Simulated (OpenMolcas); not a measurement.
**Excited-state calculation, with input and output: InH3 (part 3 of 4)**

Continued. System: InH3, SMILES [H][In]([H])[H]. Method: CASPT2/ANO-RCC-VDZP, DKH2 (OpenMolcas 26.06). The geometry comes from this level: GFN2-xTB.

Geometry of the input (Å):
```
In 0.0000  0.0000  0.0000
H  0.0000  0.0000  1.7186
H  1.4888  0.0000  -0.8588
H  -1.4859  0.0022  -0.8623
```

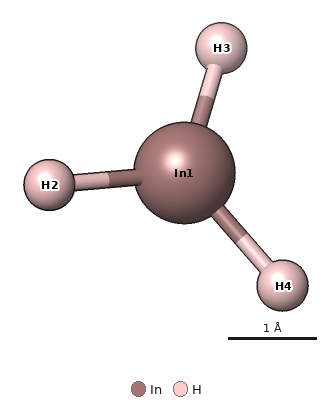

Fig. 1: The input geometry (ball-and-stick view, seen at a tilt; atoms are numbered from 1 in the order of the input). Sticks mark near contacts.

The program's output, continued
```
********************************************************************************
  CASPT2 EQUATION SOLUTION
--------------------------------------------------------------------------------

  Total nr of CASPT2 parameters:
   Before reduction:       73639
   After  reduction:       72508

 Variance of |WF0>:       2.1335304807

 The contributions to the second order correlation energy in atomic units.
-----------------------------------------------------------------------------------------------------------------------------
  IT.      VJTU        VJTI        ATVX        AIVX        VJAI        BVAT        BJAT        BJAI        TOTAL       RNORM
-----------------------------------------------------------------------------------------------------------------------------
   1    -0.000956   -0.000293   -0.013905   -0.013800   -0.006694   -0.037533   -0.052113   -0.275273   -0.400568    0.004251
   2    -0.000973   -0.000300   -0.014054   -0.013867   -0.006731   -0.037587   -0.052151   -0.275320   -0.400981    0.000511
   3    -0.000972   -0.000300   -0.014060   -0.013870   -0.006728   -0.037590   -0.052154   -0.275316   -0.400989    0.000073
   4    -0.000972   -0.000300   -0.014059   -0.013869   -0.006727   -0.037589   -0.052153   -0.275315   -0.400984    0.000008
   5    -0.000972   -0.000300   -0.014059   -0.013869   -0.006728   -0.037589   -0.052153   -0.275315   -0.400984    0.000001
-----------------------------------------------------------------------------------------------------------------------------

  FINAL CASPT2 RESULT:

      Reference energy:       -5878.8009391436
      E2 (Non-variational):      -0.4009842082
      Shift correction:          -0.0000473205
      E2 (Variational):          -0.4010315287
      Total energy:           -5879.2019706723
      Residual norm:              0.0000001547
      Reference weight:           0.91789

      Contributions to the CASPT2 correlation energy
      Active & Virtual Only:         -0.0516476951
      One Inactive Excited:          -0.0669942551
      Two Inactive Excited:          -0.2823422579

++ Denominators, etc.
--------------------------------------------------------------------------------------------------------------
 Report on small energy denominators, large coefficients, and large energy contributions.
CASE  SYMM ACTIVE-MIX  NON-ACTIVE INDICES          DENOMINATOR     RHS VALUE       COEFFICIENT     CONTRIBUTION
BVATP    1  Mu1.0001  Se1.033 Se1.033               1.44827786     -0.03693282      0.02522629     -0.00093168
BJAIM    1  Se1.049 In1.019 Se1.054 In1.020         6.12781682     -0.18928393      0.03084580     -0.00583861
BJAIM    1  Se1.055 In1.019 Se1.055 In1.020         6.95362556      0.26216002     -0.03781876     -0.00991457
BJAIM    1  Se1.050 In1.021 Se1.051 In1.022         6.42720119      0.23599596     -0.03672066     -0.00866593
BJAIM    1  Se1.051 In1.021 Se1.051 In1.023         6.42859336      0.24512425     -0.03813152     -0.00934696
BJAIM    1  Se1.053 In1.022 Se1.053 In1.023         6.52582949     -0.18634625      0.02855518     -0.00532115
--

   (Skipping property calculation,
    use PROP keyword to activate)
--

++ CASPT2 computation for group   2

********************************************************************************
 Multi-State initialization phase begins for group   2
--------------------------------------------------------------------------------
  THE FOCK MATRIX IS MODIFIED BY KEYWORD FOCKTYPE=G1
********************************************************************************
 Compute H0 matrices for state    2
--------------------------------------------------------------------------------
--------------------------------------------------------------------------------
 H0 matrices have been computed.

********************************************************************************
  CASPT2 EQUATION SOLUTION
--------------------------------------------------------------------------------

  Total nr of CASPT2 parameters:
   Before reduction:       73639
   After  reduction:       71921

 Variance of |WF0>:       2.1186992769

 The contributions to the second order correlation energy in atomic units.
-----------------------------------------------------------------------------------------------------------------------------
  IT.      VJTU        VJTI        ATVX        AIVX        VJAI        BVAT        BJAT        BJAI        TOTAL       RNORM
-----------------------------------------------------------------------------------------------------------------------------
   1    -0.001584   -0.000305   -0.016722   -0.018769   -0.007419   -0.028600   -0.052210   -0.275182   -0.400791    0.003564
   2    -0.001613   -0.000312   -0.016865   -0.018830   -0.007458   -0.028633   -0.052250   -0.275225   -0.401187    0.000391
   3    -0.001613   -0.000312   -0.016871   -0.018831   -0.007457   -0.028634   -0.052252   -0.275224   -0.401194    0.000049
   4    -0.001613   -0.000312   -0.016870   -0.018831   -0.007457   -0.028633   -0.052251   -0.275223   -0.401190    0.000006
-----------------------------------------------------------------------------------------------------------------------------

  FINAL CASPT2 RESULT:

      Reference energy:       -5878.6226144092
      E2 (Non-variational):      -0.4011898870
      Shift correction:          -0.0002230140
      E2 (Variational):          -0.4014129009
      Total energy:           -5879.0240273101
      Residual norm:              0.0000007067
      Reference weight:           0.91337

      Contributions to the CASPT2 correlation energy
      Active & Virtual Only:         -0.0455031582
      One Inactive Excited:          -0.0726946217
      Two Inactive Excited:          -0.2829921070

++ Denominators, etc.
--------------------------------------------------------------------------------------------------------------
 Report on small energy denominators, large coefficients, and large energy contributions.
CASE  SYMM ACTIVE-MIX  NON-ACTIVE INDICES          DENOMINATOR     RHS VALUE       COEFFICIENT     CONTRIBUTION
ATVX     1  Mu1.0001  Se1.030                       0.13371155     -0.00000002      0.00000011     -0.00000000
ATVX     1  Mu1.0002  Se1.030                       0.27492571     -0.00000767      0.00002008     -0.00000000
ATVX     1  Mu1.0001  Se1.031                       0.17737051      0.00000005     -0.00000029     -0.00000000
ATVX     1  Mu1.0005  Se1.031                       0.51623791     -0.01646000      0.02636249     -0.00043393
ATVX     1  Mu1.0006  Se1.031                       0.51623791     -0.02111291      0.03721284     -0.00078567
ATVX     1  Mu1.0011  Se1.031                       0.69575011      0.02002277     -0.02812936     -0.00056323
ATVX     1  Mu1.0034  Se1.031                       1.16811952     -0.03144232      0.02744647     -0.00086298
ATVX     1  Mu1.0001  Se1.032                       0.26114260      0.00000562     -0.00001611     -0.00000000
ATVX     1  Mu1.0013  Se1.032                       0.81499725      0.02253632     -0.02683395     -0.00060474
BVATP    1  Mu1.0003  Se1.033 Se1.033               1.42482765      0.04324078     -0.03007700     -0.00130055
BJAIM    1  Se1.049 In1.019 Se1.054 In1.020         6.12991383     -0.16774514      0.02733393     -0.00458513
BJAIM    1  Se1.055 In1.019 Se1.055 In1.020         6.93947640      0.23569854     -0.03406288     -0.00802857
BJAIM    1  Se1.050 In1.021 Se1.053 In1.022         6.43461753      0.25506203     -0.03964205     -0.01011118
BJAIM    1  Se1.051 In1.020 Se1.051 In1.023         6.43385888     -0.21524410      0.03345779     -0.00720159
BJAIM    1  Se1.051 In1.021 Se1.051 In1.023         6.42046973      0.18395344     -0.02865492     -0.00527117
--

   (Skipping property calculation,
    use PROP keyword to activate)
--

++ CASPT2 computation for group   3

********************************************************************************
 Multi-State initialization phase begins for group   3
--------------------------------------------------------------------------------
  THE FOCK MATRIX IS MODIFIED BY KEYWORD FOCKTYPE=G1
********************************************************************************
 Compute H0 matrices for state    3
--------------------------------------------------------------------------------
--------------------------------------------------------------------------------
 H0 matrices have been computed.

********************************************************************************
  CASPT2 EQUATION SOLUTION
--------------------------------------------------------------------------------

  Total nr of CASPT2 parameters:
   Before reduction:       73639
   After  reduction:       71921

 Variance of |WF0>:       2.1276879049

 The contributions to the second order correlation energy in atomic units.
-----------------------------------------------------------------------------------------------------------------------------
  IT.      VJTU        VJTI        ATVX        AIVX        VJAI        BVAT        BJAT        BJAI        TOTAL       RNORM
-----------------------------------------------------------------------------------------------------------------------------
   1    -0.001435   -0.000399   -0.026412   -0.020185   -0.008043   -0.024079   -0.053476   -0.275264   -0.409292    0.004984
   2    -0.001466   -0.000413   -0.026613   -0.020285   -0.008108   -0.024132   -0.053535   -0.275318   -0.409871    0.000605
   3    -0.001465   -0.000414   -0.026621   -0.020289   -0.008106   -0.024133   -0.053539   -0.275315   -0.409882    0.000091
   4    -0.001465   -0.000414   -0.026618   -0.020288   -0.008105   -0.024133   -0.053538   -0.275314   -0.409874    0.000011
   5    -0.001465   -0.000414   -0.026617   -0.020288   -0.008105   -0.024133   -0.053538   -0.275314   -0.409874    0.000002
-----------------------------------------------------------------------------------------------------------------------------

  FINAL CASPT2 RESULT:

      Reference energy:       -5878.6168090755
      E2 (Non-variational):      -0.4098739753
      Shift correction:          -0.0003751167
      E2 (Variational):          -0.4102490920
      Total energy:           -5879.0270581675
      Residual norm:              0.0000002138
      Reference weight:           0.90464

      Contributions to the CASPT2 correlation energy
      Active & Virtual Only:         -0.0507503925
      One Inactive Excited:          -0.0752909645
      Two Inactive Excited:          -0.2838326183

++ Denominators, etc.
--------------------------------------------------------------------------------------------------------------
 Report on small energy denominators, large coefficients, and large energy contributions.
CASE  SYMM ACTIVE-MIX  NON-ACTIVE INDICES          DENOMINATOR     RHS VALUE       COEFFICIENT     CONTRIBUTION
ATVX     1  Mu1.0001  Se1.030                       0.15128454      0.00000007     -0.00000026     -0.00000000
ATVX     1  Mu1.0002  Se1.030                       0.24965877     -0.00001007      0.00003386     -0.00000000
ATVX     1  Mu1.0011  Se1.030                       0.65152706     -0.02366585      0.03451161     -0.00081675
ATVX     1  Mu1.0001  Se1.031                       0.19410268     -0.00000016      0.00000059     -0.00000000
ATVX     1  Mu1.0002  Se1.031                       0.29247691      0.00001193     -0.00003858     -0.00000000
ATVX     1  Mu1.0010  Se1.031                       0.69434517     -0.02436947      0.03530887     -0.00086046
ATVX     1  Mu1.0011  Se1.031                       0.69434520      0.05184372     -0.07074436     -0.00366765
ATVX     1  Mu1.0014  Se1.031                       0.80236234     -0.04789464      0.05883883     -0.00281806
ATVX     1  Mu1.0014  Se1.033                       0.90990771     -0.05390509      0.05818022     -0.00313621
ATVX     1  Mu1.0011  Se1.038                       1.36498736     -0.03952251      0.02806047     -0.00110902
ATVX     1  Mu1.0014  Se1.038                       1.47300450      0.04240011     -0.02888993     -0.00122494
BJAIM    1  Se1.049 In1.019 Se1.054 In1.020         6.12689024     -0.16399260      0.02674320     -0.00438569
BJAIM    1  Se1.055 In1.019 Se1.055 In1.020         6.93524654      0.23442936     -0.03389288     -0.00794549
BJAIM    1  Se1.050 In1.020 Se1.053 In1.022         6.43052085      0.21231153     -0.03303073     -0.00701281
BJAIM    1  Se1.050 In1.021 Se1.053 In1.022         6.41578920      0.16627726     -0.02592156     -0.00431017
BJAIM    1  Se1.051 In1.021 Se1.051 In1.023         6.42642181      0.26970707     -0.04196804     -0.01131908
--

   (Skipping property calculation,
    use PROP keyword to activate)
--

++ CASPT2 computation for group   4

********************************************************************************
 Multi-State initialization phase begins for group   4
--------------------------------------------------------------------------------
  THE FOCK MATRIX IS MODIFIED BY KEYWORD FOCKTYPE=G1
********************************************************************************
 Compute H0 matrices for state    4
--------------------------------------------------------------------------------
--------------------------------------------------------------------------------
 H0 matrices have been computed.

********************************************************************************
  CASPT2 EQUATION SOLUTION
--------------------------------------------------------------------------------

  Total nr of CASPT2 parameters:
   Before reduction:       73639
   After  reduction:       72105

 Variance of |WF0>:       2.1586929784

 The contributions to the second order correlation energy in atomic units.
-----------------------------------------------------------------------------------------------------------------------------
  IT.      VJTU        VJTI        ATVX        AIVX        VJAI        BVAT        BJAT        BJAI        TOTAL       RNORM
-----------------------------------------------------------------------------------------------------------------------------
   1    -0.001965   -0.000348   -0.029683   -0.032974   -0.007049   -0.031480   -0.048793   -0.274839   -0.427131    0.004188
   2    -0.002012   -0.000355   -0.029883   -0.033049   -0.007083   -0.031543   -0.048822   -0.274883   -0.427631    0.000530
   3    -0.002011   -0.000355   -0.029894   -0.033049   -0.007081   -0.031545   -0.048822   -0.274881   -0.427639    0.000076
   4    -0.002011   -0.000355   -0.029891   -0.033048   -0.007081   -0.031545   -0.048821   -0.274880   -0.427632    0.000010
   5    -0.002011   -0.000355   -0.029891   -0.033048   -0.007081   -0.031545   -0.048821   -0.274880   -0.427632    0.000002
-----------------------------------------------------------------------------------------------------------------------------

  FINAL CASPT2 RESULT:

      Reference energy:       -5878.4257871961
      E2 (Non-variational):      -0.4276317551
      Shift correction:          -0.0020162103
      E2 (Variational):          -0.4296479654
      Total energy:           -5878.8554351616
      Residual norm:              0.0000002310
      Reference weight:           0.88716

      Contributions to the CASPT2 correlation energy
      Active & Virtual Only:         -0.0614355473
      One Inactive Excited:          -0.0838804748
      Two Inactive Excited:          -0.2823157330

++ Denominators, etc.
```
